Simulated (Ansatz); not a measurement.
Consider AlH3O2···CH3 (doublet).

The calculation's input:

```
crystal:
  periodic: [false, false, false]
  atoms:
    - { symbol: Al, position_ang: [0.0, 0.0, 0.0] }
    - { symbol: H, position_ang: [0.0, 0.0, 1.81] }
    - { symbol: O, position_ang: [1.5415, 0.0, -0.89] }
    - { symbol: H, position_ang: [1.8414, -0.9519, -1.0449] }
    - { symbol: O, position_ang: [-1.5415, 0.0, -0.89] }
    - { symbol: H, position_ang: [-2.0512, -0.8467, -0.6815] }
    - { symbol: C, position_ang: [0.0, 0.0, 3.22] }
    - { symbol: H, position_ang: [-0.5653, -0.8805, 3.5905] }
    - { symbol: H, position_ang: [1.0452, -0.0494, 3.5905] }
    - { symbol: H, position_ang: [-0.4798, 0.9298, 3.5905] }
magnetization:
  spin_polarized: true
  initial_magnetization: 1
basis:
  gaussian: { orbitals: cc-pVDZ }
hamiltonian:
  xc: b3lyp
  dispersion: d4
relax:
  f_tol: 0.15
  max_steps: 25
  restrain:
    - { distance: [1, 6], at: 2.31, k: 30.0 }
    - { distance: [0, 1], at: 1.56, k: 30.0 }
output:
  orbitals: {}
```

Run with:

```sh
ansatz run input.yaml --threads 4 --pin off --max-ram 5120MiB --backend cpu --events-out ev --progress --plain --runs-dir out
```

The fields are those of the run's last geometry, not of the input's.

All numbers below come from UKS B3LYP-D4/cc-pVDZ (Ansatz).

### What can the converged electron density, electron localisation function and spin density tell about the bonding?

Al–O (1.73 Å): ρ at the midpoint is about 0.74 e/Å³; the ELF peaks at about 0.85 in the valence shell of O, 0.5 Å from its nucleus, and is about 0.35 at the midpoint.
O–H (0.96 Å): ρ at the midpoint is about 3.6 e/Å³; the ELF climbs to about 1 towards the hydrogen, as it does in any bond to H; a covalent bond by its length.
Al–H (1.57 Å): ρ is about 0.54 e/Å³ halfway; the ELF climbs to about 1 towards the hydrogen.
The unpaired spin (1 electron) lies mostly on C7 (about 0.8), in electrons by Hirshfeld's partition.

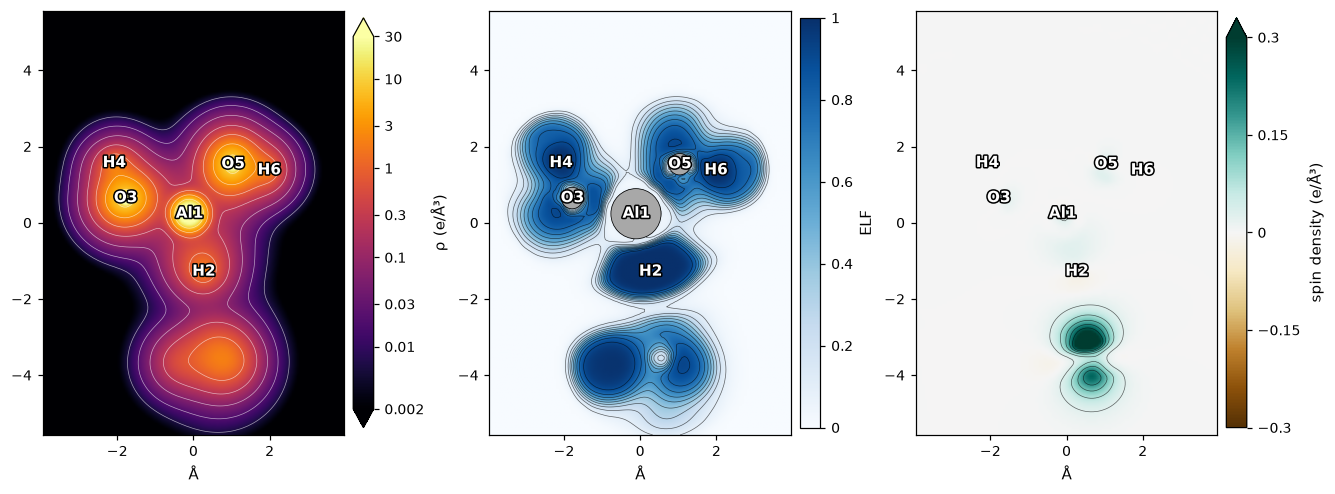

Computed electron density, electron localisation function and spin density on the plane of atoms Al1, O5 and H6, in this order. Grey discs cover the atomic cores in the ELF map. 
